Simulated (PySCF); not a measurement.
# As2 (SMILES [As]#[As]) at B2PLYP/STO-3G

Aim: the vertical singlet–triplet gap of As2 at B2PLYP/STO-3G, from 2 runs. 

The results are computed with PySCF 2.14.0.

8 further runs of the same task are left out: 2 that didn't finish, 6 set aside as unsound or not needed.

**1. The molecule**

The species is As2 (2 atoms), meant as a singlet with charge 0. SMILES: `[As]#[As]`. The coordinates come from a PBE0-D4/def2-TZVP relaxation.

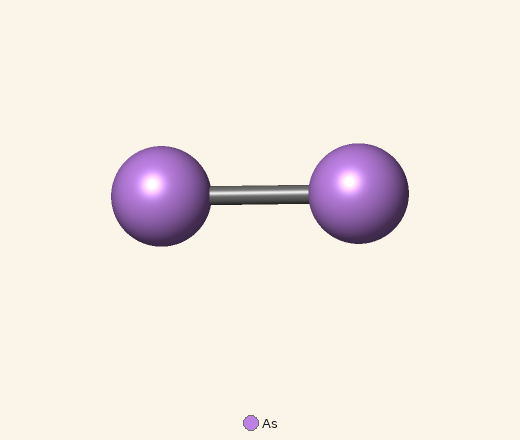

The structure, seen from a chosen angle (arsenic purple).

**2. The energy at B2PLYP/STO-3G**

Input file job.py:

```python
# As2
from pyscf import gto, dft, mp

mol = gto.Mole()
mol.atom = [
    ('As', (0.000000, -0.000000, 0.002480)),
    ('As', (-0.000000, 0.000000, 2.091490)),
]
mol.basis = 'sto-3g'
mol.max_memory = 1860
mol.verbose = 3
mol.spin = 0
mol.build()

mf = dft.RKS(mol, xc='0.53*HF + 0.47*B88, 0.73*LYP')
mf.conv_tol = 1e-10
mf.grids.level = 5
mf.kernel()
if not mf.converged:
    mf = mf.newton().run(mf.mo_coeff, mf.mo_occ)

pt = mp.MP2(mf, frozen=18).run()
energy = mf.e_tot + 0.27 * pt.e_corr
print('PT2 part  %.8f' % (0.27 * pt.e_corr))
print('Final energy', energy)
```

Run with:

```console
$ OMP_NUM_THREADS=1 python job.py
```

The log of the run:

```text
converged SCF energy = -4420.50950056511
E(RMP2) = -4420.68346125896  E_corr = -0.173960693843707
E(SCS-RMP2) = -4420.67981110075  E_corr = -0.170310535641878
PT2 part  -0.04696939
Final energy -4420.556469952449
```

It took 2.2 s on 1 thread of Arm Neoverse V2, shared host; peak memory 0.23 GiB.

**3. The triplet at the same level**

Input file calc.py:

```python
from pyscf import gto, dft, mp

mol = gto.Mole()
mol.atom = '''
As     0.000000     0.000000     0.002480
As     0.000000     0.000000     2.091490
'''
mol.basis = 'sto-3g'
mol.max_memory = 1860
mol.verbose = 3
mol.spin = 2
mol.build()

ks = dft.UKS(mol, xc='0.53*HF + 0.47*B88, 0.73*LYP')
ks.conv_tol = 1e-10
ks.grids.level = 5
ks.kernel()
if not ks.converged:
    ks = ks.newton().run(ks.mo_coeff, ks.mo_occ)

pt = mp.MP2(ks, frozen=18).run()
etot = ks.e_tot + 0.27 * pt.e_corr
print('PT2 part  %.8f' % (0.27 * pt.e_corr))
print('E = %.10f Eh' % etot)
```

Run with:

```console
$ OMP_NUM_THREADS=1 python calc.py
```

The log of the run:

```text
WARN: HOMO -0.44917827899255 >= LUMO -0.63516880331321

converged SCF energy = -4420.40083618546  <S^2> = 2.0015773  2S+1 = 3.0010514
E(UMP2) = -4420.46409356059  E_corr = -0.0632573751259794
E(SCS-UMP2) = -4420.4663766303  E_corr = -0.0655404448361887
PT2 part  -0.01707949
E = -4420.4179156767 Eh
```

Run time: 5.4 s. Hardware: 1 thread of Arm Neoverse V2, shared host; peak memory 0.24 GiB.

**4. Outcome**

Level: B2PLYP/STO-3G, 18 core orbitals frozen.

| quantity | value |
| --- | --- |
| singlet: total energy | -4420.55647 Eh |
| singlet: dipole moment (SCF part) | 0.00 D |
| singlet: HOMO energy (SCF part's orbitals) | -5.13 eV |
| singlet: LUMO energy (SCF part's orbitals) | 2.32 eV |
| singlet: HOMO–LUMO gap (SCF part's orbitals) | 7.46 eV |
| triplet: total energy | -4420.41792 Eh |
| triplet: dipole moment (SCF part) | 0.00 D |
| triplet: HOMO energy (SCF part's orbitals) (highest over α and β) | -2.16 eV |
| triplet: LUMO energy (SCF part's orbitals) (lowest over α and β) | -0.63 eV |
| triplet: ⟨S²⟩ | 2.002 |
| vertical energy of the triplet above the singlet | 3.770 eV |

What this shows: At this shape the triplet lies 3.77 eV (87 kcal/mol) above the singlet. In a minimal basis such a difference can be off by several eV, whatever the method.
